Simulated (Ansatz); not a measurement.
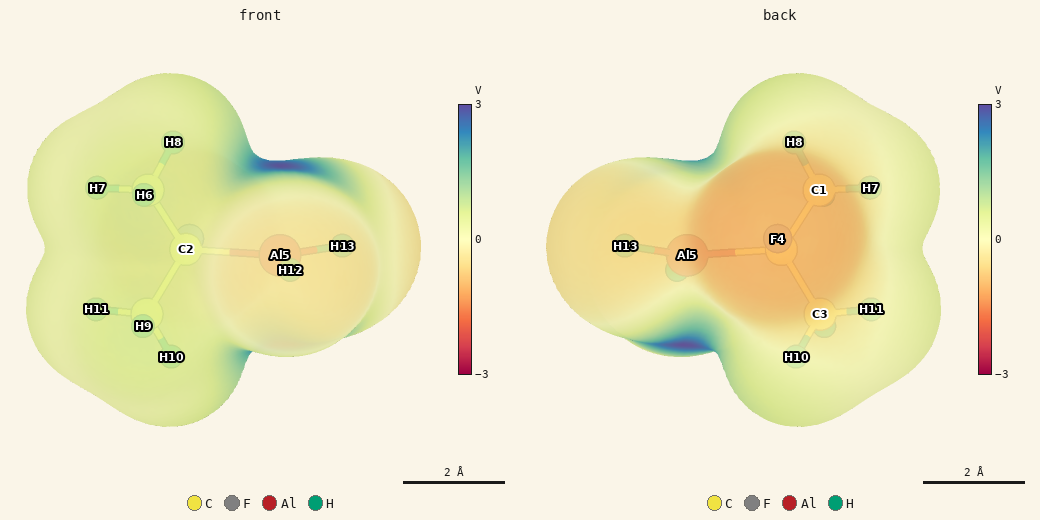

The picture shows: C3H8AlF (SMILES C[C](C)(F)[AlH2]). The molecular electrostatic potential painted on the density surface at 0.001 e/bohr³, seen from the front and from behind; the colour scale runs from red (negative) to blue (positive).

Geometry: PBE0-D4/def2-TZVP.

These are results of RKS PBE0-D4/def2-TZVPP in Ansatz 0.2.0, not measurements.

Input

```
crystal:
  periodic: [false, false, false]
  atoms:
    - {symbol: C, position_ang: [-1.409009, -0.323892, -0.152224]}
    - {symbol: C, position_ang: [0.043754, 0.042246, -0.382767]}
    - {symbol: C, position_ang: [0.959409, -1.100814, 0.007100]}
    - {symbol: F, position_ang: [0.199431, 0.230732, -1.781674]}
    - {symbol: Al, position_ang: [0.542138, 1.758385, 0.513227]}
    - {symbol: H, position_ang: [-1.604855, -0.472006, 0.913441]}
    - {symbol: H, position_ang: [-1.654070, -1.255956, -0.675119]}
    - {symbol: H, position_ang: [-2.086258, 0.451813, -0.519297]}
    - {symbol: H, position_ang: [0.900596, -1.291923, 1.082146]}
    - {symbol: H, position_ang: [2.001996, -0.889605, -0.244866]}
    - {symbol: H, position_ang: [0.667929, -2.018153, -0.517957]}
    - {symbol: H, position_ang: [0.499287, 1.801711, 2.103211]}
    - {symbol: H, position_ang: [0.960051, 3.032661, -0.330620]}
basis:
  gaussian: {orbitals: def2-TZVPP}
hamiltonian: {xc: pbe0, dispersion: d4}
output: {orbitals: {seedname: orbitals}}
```

Command:

```sh
ansatz run in.yaml --threads 4 --pin off --events-out ev --progress --plain --max-ram 10444MiB
```

Describe the electrostatic potential map.

The most negative region (about −1.1 V) lies over F4, the most positive (about +2.8 V) over Al5.
